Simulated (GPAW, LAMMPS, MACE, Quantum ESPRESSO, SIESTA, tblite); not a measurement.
**Glassy 44SiO2-56MgO (mol %) (83 atoms): one structure in several programs**

Wanted: errors and costs of other methods on glassy 44SiO2-56MgO (mol %) (83 atoms). A plane-wave run serves as the reference.

Method: Kohn-Sham DFT, PBE, SSSP efficiency 1.3.0 pseudopotentials, plane waves, in Quantum ESPRESSO 7.5.

### 1. Set-up

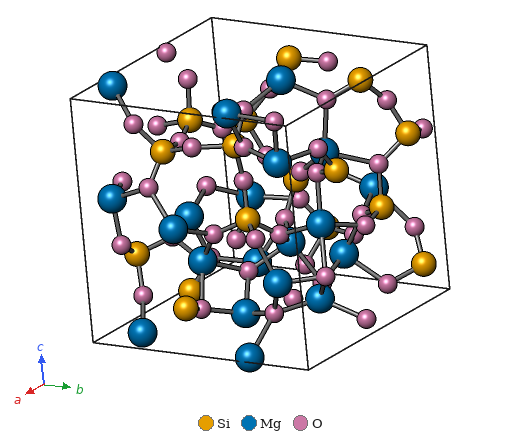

The starting structure, seen slightly off an axis (silicon orange, magnesium blue, oxygen pink). Bonds to atoms that aren't drawn are left out. Some periodic images of atoms are drawn too.

The cell holds 83 atoms: 15 Si, 19 Mg and 49 O. Its edges and angles: a = 10.182 Å, b = 10.182 Å, c = 10.182 Å, α = 90.0°, β = 90.0°, γ = 90.0°. 83 atoms (15 Si, 19 Mg, 49 O) placed at random at 2.56 g/cm³, melted at 4000 K for 10 ps at fixed volume with the Morse and Coulomb pair potential with partial charges (Pedone, Malavasi, Menziani, Cormack and Segre, J. Phys. Chem. B 110, 11780 (2006)). Quenched from 4000 K to 300 K at 30 K/ps and fixed volume, held 10 ps at zero pressure.

### 2. The reference run

The input, pw.in:

```
&control
  calculation = 'scf'
  pseudo_dir = './pseudo'
  outdir = './tmp'
  disk_io = 'none'
  tprnfor = .true.
  tstress = .true.
/
&system
  ibrav = 0
  nat = 83
  ntyp = 3
  ecutwfc = 60
  ecutrho = 480
  nosym = .true.
  occupations = 'smearing'
  smearing = 'fd'
  degauss = 0.003675
/
&electrons
  conv_thr = 4.1e-07
  electron_maxstep = 100
  mixing_beta = 0.4
  mixing_mode = 'plain'
  diagonalization = 'david'
/
ATOMIC_SPECIES
Si 28.085 Si.upf
Mg 24.305 Mg.upf
O 15.999 O.upf
CELL_PARAMETERS angstrom
10.18214 0.00000 0.00000
0.00000 10.18214 0.00000
0.00000 0.00000 10.18214
ATOMIC_POSITIONS crystal
Si 0.28613 0.87242 0.93756
Si 0.06020 0.93136 0.11459
Si 0.75041 0.57867 0.78979
Si 0.52087 0.21796 0.77796
Si 0.45287 0.09999 0.04147
Si 0.76596 0.08167 0.29481
Si 0.24525 0.28507 0.69509
Si 0.25009 0.50000 0.47460
Si 0.99918 0.45078 0.19073
Si 0.17040 0.46526 0.94277
Si 0.73917 0.59822 0.48523
Si 0.29341 0.92111 0.42457
[... 67 atom lines left out ...]
O 0.56746 0.82482 0.64548
O 0.08751 0.07975 0.12893
O 0.78381 0.46295 0.42449
O 0.45127 0.94758 0.40530
K_POINTS gamma
```

Started as:

```sh
OMP_NUM_THREADS=1 mpirun -np 2 pw.x -in pw.in > output.txt
```

Output:

```text
Program PWSCF
     gamma-point specific algorithms are used
     Parallelization info
     sticks:   dense  smooth     PW     G-vecs:    dense   smooth      PW
     Min        7067    3544    879               632517   223755   27901
     Max        7070    3545    886               632522   223756   27902
     Sum       14137    7089   1765              1265039   447511   55803
     bravais-lattice index     =            0
     lattice parameter (alat)  =      19.2415  a.u.
     unit-cell volume          =    7123.8340 (a.u.)^3
     number of atoms/cell      =           83
     number of atomic types    =            3
     number of electrons       =       392.00
     number of Kohn-Sham states=          235
     kinetic-energy cutoff     =      60.0000  Ry
[... lines left out ...]
     scf convergence threshold =      4.1E-07
[... lines left out ...]
     number of k points=     1  Fermi-Dirac smearing, width (Ry)=  0.0037
[... lines left out ...]
     total energy              =   -2855.20658472 Ry
[... lines left out ...]
     total energy              =   -2860.43443177 Ry
[... lines left out ...]
     total energy              =   -2860.45016227 Ry
[... lines left out ...]
     total energy              =   -2860.50517914 Ry
[... lines left out ...]
     total energy              =   -2860.50518124 Ry
[... lines left out ...]
   -14.7935 -14.7260 -14.7010 -14.6656 -14.5638 -14.5010 -14.4609 -14.3986
[...]
10.7644  10.8415  10.9437  11.0159  11.0900  11.1515  11.2073  11.2802
    11.3683  11.4274  11.5758  11.6106  11.6612  11.7221  11.7721  11.8430
    11.9010  11.9383  12.0142
     the Fermi energy is     5.0063 ev
!    total energy              =   -2860.50518151 Ry
     estimated scf accuracy    <       0.00000006 Ry
     smearing contrib. (-TS)   =      -0.00000000 Ry
     internal energy E=F+TS    =   -2860.50518151 Ry
     The total energy is F=E-TS. E is the sum of the following terms:
     one-electron contribution =    -963.41258741 Ry
     hartree contribution      =     706.69744648 Ry
     xc contribution           =    -498.82403325 Ry
     ewald contribution        =   -1045.01568760 Ry
     one-center paw contrib.   =   -1059.95031972 Ry
     convergence has been achieved in  12 iterations
     negative rho (up, down):  5.418E-07 0.000E+00
     Forces acting on atoms (cartesian axes, Ry/au):
     atom    1 type  1   force =    -0.05693816    0.09647702    0.01191773
     atom    2 type  1   force =    -0.06478264   -0.01533679   -0.11821247
     atom    3 type  1   force =     0.02059525   -0.14025081   -0.08739284
[...]
atom   82 type  3   force =     0.05513579   -0.09879284   -0.01851270
     atom   83 type  3   force =     0.01591816   -0.03292379    0.00474725
     Total force =     0.874698     Total SCF correction =     0.000536
     Computing stress (Cartesian axis) and pressure
     negative rho (up, down):  5.418E-07 0.000E+00
          total   stress  (Ry/bohr**3)                   (kbar)     P=       52.29
   0.00033037  -0.00000352   0.00015753           48.60       -0.52       23.17
  -0.00000352   0.00038700   0.00000583           -0.52       56.93        0.86
   0.00015753   0.00000583   0.00034909           23.17        0.86       51.35
     Message from routine punch:
     Nothing written, as per user request (disk_io='none')
```

Elapsed: 3.9 min, on 2 MPI ranks of Arm Neoverse V1, shared host; peak memory 3 GiB; 7.9 min of CPU time.

Banners, paths, timers and routine set-up lines are dropped from the logs unmarked, and long logs keep their key lines alone; longer cuts are marked.

Numbers from this run:

| Item | Value |
| --- | --- |
| r.m.s. force component | 1.425 eV/Å |
| longest force | 6.188 eV/Å |
| pressure | 5.229 GPa |
| gap (highest filled to lowest empty level) | 3.319 eV |

### 3. Local order

Density 2.62 g/cm³, 12.72 Å³ an atom.

g(r), total and by pair (bins of 0.2 Å):

```tsv
r (Å)	total	O-O	O-Mg	O-Si	Mg-Mg	Mg-Si	Si-Si
1.50	1.25	0.00	0.00	5.90	0.00	0.00	0.00
1.70	1.57	0.00	0.00	7.37	0.00	0.00	0.00
1.90	0.86	0.00	3.20	0.00	0.00	0.00	0.00
2.10	1.24	0.00	4.58	0.00	0.00	0.00	0.00
2.30	0.17	0.00	0.62	0.00	0.00	0.00	0.00
2.50	0.78	2.06	0.21	0.00	0.00	0.00	0.00
2.70	1.07	2.59	0.18	0.00	1.90	0.21	0.00
2.90	0.79	1.27	0.44	0.07	1.66	1.23	0.84
3.10	1.17	1.32	0.38	0.46	1.42	3.63	4.29
3.30	1.07	1.06	0.79	0.62	2.35	2.59	0.36
3.50	1.12	1.01	1.15	0.79	2.25	2.07	0.00
3.70	0.98	0.85	1.02	1.58	0.34	0.56	0.00
3.90	0.89	0.54	1.06	1.56	0.45	0.38	0.98
4.10	1.02	0.60	1.21	1.79	0.96	0.44	0.43
4.30	1.15	0.64	1.76	1.27	1.02	0.80	1.80
4.50	1.02	0.73	1.61	0.87	0.58	0.73	1.68
4.70	1.07	1.21	1.00	1.22	0.65	0.73	0.86
4.90	1.07	1.24	1.06	0.96	0.96	0.79	1.25
```

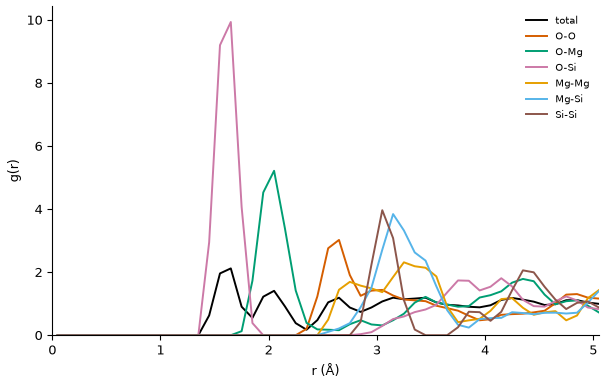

Pair distribution functions, lightly smoothed.

Bonds by pair of elements; cutoffs follow the first minimum of g(r), held within bounds set by covalent radii, and pairs that aren't listed don't count as bonded (cutoffs were set anew for this text, so counts can differ from the run's own analysis):

```tsv
pair A-B	cutoff (Å)	bonds	mean length (Å)	spread (Å)	shortest (Å)	B about A	A about B
O-Mg	2.48	79	2.06	0.107	1.89	1.61	4.16
O-Si	2.12	60	1.61	0.049	1.51	1.22	4
```

How many atoms have how many bonded neighbours:

```tsv
element	mean	2	3	4	5
Mg	4.16	0	0	16	3
O	2.84	13	31	5	0
Si	4	0	0	15	0
```

Oxygen atoms by the number of network formers (Si, P, Ge, B, Al, As, Ga) bound to them:

```tsv
network formers bound to O	O atoms	per cent
0	3	6.1
1	32	65.3
2	14	28.6
```

Network units: each former by its oxygen neighbours and how many of them bridge to another former:

```tsv
former	O neighbours	bridging O	atoms
Si	4	0	1
Si	4	1	6
Si	4	2	4
Si	4	3	2
Si	4	4	2
```

Rings of the network by King's shortest-path rule, up to 12 atoms, one path for each pair of neighbours; H, halogens, alkali and alkaline-earth atoms are left out, and the last column divides by all other atoms, bonded or not:

```tsv
ring size (atoms)	rings	per network atom
10	1	0.016
```

### 4. The ladder

The programs:
- GPAW 26.7.0: PAW with atomic orbitals (LCAO), plane waves or a real-space grid of spacing h.
- MACE: machine-learned potential, published weights.
- Quantum ESPRESSO 7.5: plane waves; labels (QE) give functional, pseudopotential set and cutoffs of waves/density.
- SIESTA 5.4.2: numerical atomic orbitals, whose automatically made sets are far from complete, with PseudoDojo norm-conserving potentials that we converted to its format (checked against plane waves on the same files for H, C, O, Si, Ge and Ca alone); labels give functional, basis size, energy shift and mesh cutoff.
- tblite 0.8.0: extended tight binding, driven from Python.

All use the same cell and atoms; the electronic-structure runs use the same k-mesh, and an electronic temperature of 580 K (0.05 eV) where levels are smeared.

Differences are against the plane-wave reference, forces as r.m.s. over components; share is that over the reference's r.m.s. force, slope the least-squares factor from reference forces to these. Total energies of different programs have different zeros and aren't compared.

```tsv
run	Δ force, r.m.s. (meV/Å)	share (%)	slope	Δ pressure (GPa)	Δ gap (eV)	cores	CPU time	memory (GiB)
reference	-	-	-	-	-	2	7.9 min	3.0
GPAW PBE, LCAO dzp, h 0.18 Å	347	24.3	1.171	-	-0.162	1	4 min	1.6
GPAW PBE, LCAO dzp, h 0.18 Å, other mixer settings	347	24.3	1.171	-	-0.162	2	5.7 min	1.8
GPAW PBE, LCAO szp(dzp), h 0.18 Å (coarse)	352	24.7	1.161	-	-0.330	1	2.8 min	1.5
MACE MP-0b2 small potential	89.8	6.30	0.960	-0.0332	-	1	7.3 s	0.66
MACE MP-0b3 medium potential	92.1	6.46	0.953	-0.0581	-	1	8.6 s	1.1
MACE MPA-0 medium potential	71.7	5.03	0.971	0.483	-	1	8.6 s	1.1
QE PBE+D3(BJ), sssp-1.3.0-efficiency, 60/480 Ry	6.62	0.464	1.000	-2.28	0	2	7.8 min	3.0
QE PBE, gbrv-1.5, 40/200 Ry	37.7	2.65	0.980	0.231	0.0301	2	4.5 min	1.2
SIESTA PBE, DZ, shift 0.01 Ry, mesh 500 Ry (coarse)	1163	81.6	1.552	6.33	-0.200	2	2.1 min	1.2
SIESTA PBE, DZP, shift 0.01 Ry, mesh 500 Ry	241	16.9	1.107	1.64	-0.159	2	4.5 min	1.9
SIESTA PBE, DZP, shift 0.04 Ry, mesh 500 Ry (coarse)	253	17.7	1.059	-12.4	-0.198	2	2.3 min	1.3
SIESTA PBE, TZP, shift 0.01 Ry, mesh 500 Ry	177	12.5	1.081	0.445	-0.158	4	5.9 min	2.5
tblite GFN1-xTB	532	37.3	0.753	2.89	-	1	4.8 s	0.11
```

Rows marked coarse were listed beforehand as settings not expected to be converged; some can still land near the reference.

Times of the machine-learned potentials are mostly Python's start and the loading of weights.

CPU time is summed over cores on a shared host, where runs went side by side, so it is rough. Symmetry, cutoffs, thresholds, outputs and thread counts weren't matched or tuned between programs; memory under MPI is the largest rank's times the ranks.

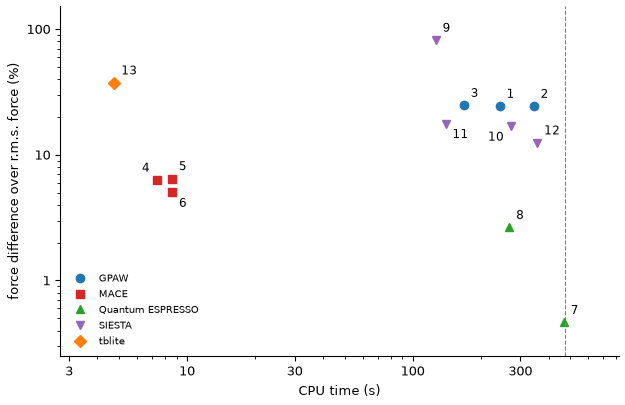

Force difference against CPU time; the dashed line marks the reference's time. Points: 1 GPAW PBE, LCAO dzp, h 0.18 Å; 2 GPAW PBE, LCAO dzp, h 0.18 Å, other mixer settings; 3 GPAW PBE, LCAO szp(dzp), h 0.18 Å; 4 MACE MP-0b2 small potential; 5 MACE MP-0b3 medium potential; 6 MACE MPA-0 medium potential; 7 QE PBE+D3(BJ), sssp-1.3.0-efficiency, 60/480 Ry; 8 QE PBE, gbrv-1.5, 40/200 Ry; 9 SIESTA PBE, DZ, shift 0.01 Ry, mesh 500 Ry; 10 SIESTA PBE, DZP, shift 0.01 Ry, mesh 500 Ry; 11 SIESTA PBE, DZP, shift 0.04 Ry, mesh 500 Ry; 12 SIESTA PBE, TZP, shift 0.01 Ry, mesh 500 Ry; 13 tblite GFN1-xTB.

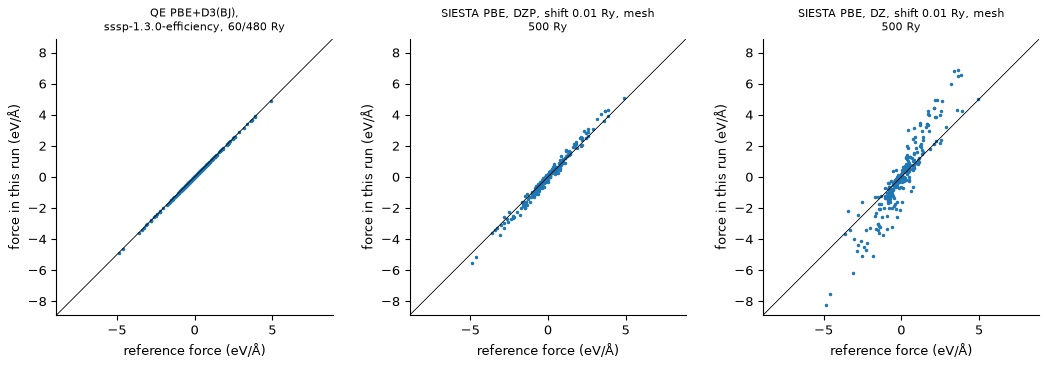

Force components against those of the reference; the line marks equality.

Mean charges by element (e), by run and scheme:

```tsv
run	scheme	Si	Mg	O
SIESTA PBE, DZP, shift 0.01 Ry, mesh 500 Ry	Hirshfeld	+0.34	+0.47	-0.28
SIESTA PBE, TZP, shift 0.01 Ry, mesh 500 Ry	Hirshfeld	+0.36	+0.48	-0.29
tblite GFN1-xTB	Mulliken	+0.43	+0.78	-0.43
```

Within one program, basis, potentials and functional, energies share a zero. Each run against its twin at the usual cutoff or grid and solver:

```tsv
run	twin	Δ energy (meV/atom)	Δ force, r.m.s. (meV/Å)	CPU time over the twin's
GPAW PBE, LCAO dzp, h 0.18 Å, other mixer settings	LCAO dzp, h 0.18 Å	0	0.605	1.4 (this twin ran on 1 cores)
```

### 5. Outcome

```
reference r.m.s. force component                       : 1.43 eV/Å
nearest in forces                                      : QE PBE+D3(BJ), sssp-1.3.0-efficiency, 60/480 Ry, 0.46 %
farthest in forces                                     : SIESTA PBE, DZ, shift 0.01 Ry, mesh 500 Ry (coarse), 82 %
cheapest electronic-structure run beside the reference : tblite GFN1-xTB, 4.8 s of CPU time
```

**Reading.** PBE on plane waves or a grid with other potentials, cutoffs or grids, coarse settings apart, differs from the reference by 2.6 % (QE PBE, gbrv-1.5, 40/200 Ry) of the r.m.s. force; this holds the reference's own error, so differences of a few per cent don't tell which side is nearer the exact PBE result. The PBE runs in local orbitals, coarse settings apart, differ by 12 % (SIESTA PBE, TZP, shift 0.01 Ry, mesh 500 Ry) to 24 % (GPAW PBE, LCAO dzp, h 0.18 Å); basis, grid and potentials can all enter. Tight binding differs by 37 % (tblite GFN1-xTB); it is another model, with fitted parameters of its own, and the xTB methods hold dispersion. Machine-learned potentials differ by 5.0 % (MACE MPA-0 medium potential) to 6.5 % (MACE MP-0b3 medium potential); they were trained on other programs' data. In the reference's own program, potentials and cutoffs, a change of model alone moves forces by 0.46 % (QE PBE+D3(BJ), sssp-1.3.0-efficiency, 60/480 Ry). Runs with settings chosen to be coarse differ by 18 % (SIESTA PBE, DZP, shift 0.04 Ry, mesh 500 Ry) to 82 % (SIESTA PBE, DZ, shift 0.01 Ry, mesh 500 Ry), their programs' other errors included. Of the electronic-structure runs that take under half the reference's CPU time, SIESTA PBE, DZP, shift 0.04 Ry, mesh 500 Ry comes nearest, at 18 % in 2.3 min against 7.9 min; its pressure misses by -12.4 GPa. GPAW PBE, LCAO dzp, h 0.18 Å stiffens the forces by a factor of 1.17 while following their directions (correlation 0.989); the slopes of the 3 GPAW runs lie between 1.16 and 1.17; the difference isn't even, but is largest on one element. At the same functional, gaps differ from the reference's 3.32 eV by between -0.33 and +0.03 eV. In pressure, SIESTA PBE, DZP, shift 0.04 Ry, mesh 500 Ry misses by -12.4 GPa, at the same functional. Charges hang on model, scheme and program or settings: among these rows the mean for Mg runs from +0.47 to +0.78 e. In the reference: filled and empty levels are parted by 3.32 eV (on the run's k-points); a semilocal functional tends to put such gaps too low. In a disordered cell it changes from sample to sample, and tail or defect levels can set it. In the reference: first main peaks of g(r), for some of the pairs, lie near 2.6 Å (O-O), 2.0 Å (O-Mg), 1.6 Å (O-Si), 3.2 Å (Mg-Si) and 3.1 Å (Si-Si). Periodic xTB results under one method name differ between programs and library versions. The potentials hold different valence shells: 392 electrons in the reference, 544 in GPAW, 544 in SIESTA and 544 in Quantum ESPRESSO with GBRV; this bears on time and differences. The reference's pressure holds the uncorrected Pulay stress of its 60 Ry basis, so small pressure differences, and their order, may be the reference's own error. Machine-learned potentials mimic data converged in k, so the reference's own k-point error enters their differences. The quench rate of 30 K/ps is many orders above laboratory rates, so the cell is likely richer in defects and strain than a real sample. The network of bonds at the start is that of the classical potential that made the cell, and needn't be the one that DFT or experiment would give. The electronic-structure runs sample only Γ, in a cell whose shortest periodic width is 10 Å.

[Also dropped from logs without a mark: logging warnings of Python, and SIESTA's first energy breakdown and zero terms.]

[Logs are printed without paths, hosts, clocks, repeated set-up lines and the standing remarks that a program may print on its own settings, such as how far it seeks lower states.]

[Hosts, paths, dates, database ids (printed as entryN), source tags and the programs' standing remarks are cut or masked in the printed files.]
